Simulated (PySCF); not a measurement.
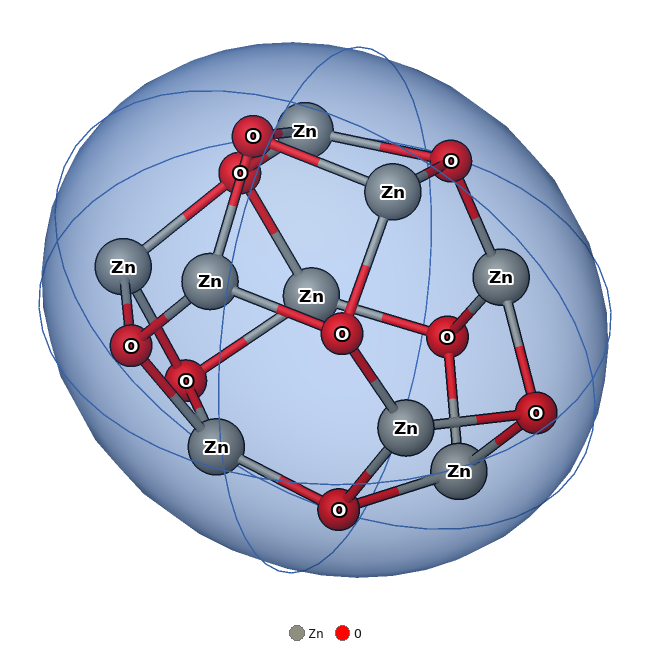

The ellipsoid shows the static dipole polarisability: its half-axes are proportional to the principal values. The computed structure is the end point of a GFN2-xTB optimisation. No frequency run is at hand to confirm it as a minimum. Method: PBE/def2-SVP (PySCF 2.14.0).

**How large and how anisotropic is the polarisability?**

Principal values 151.4, 190.7, 190.7 bohr³; mean 177.6 bohr³ (26.31 Å³); anisotropy 39.3 bohr³, so the longest axis is 1.26 times the shortest.

The geometry is semi-empirical. Around Zn such bond lengths and angles can be off by a tenth of an ångström or more and by several degrees, and values that hang on the shape move with them.
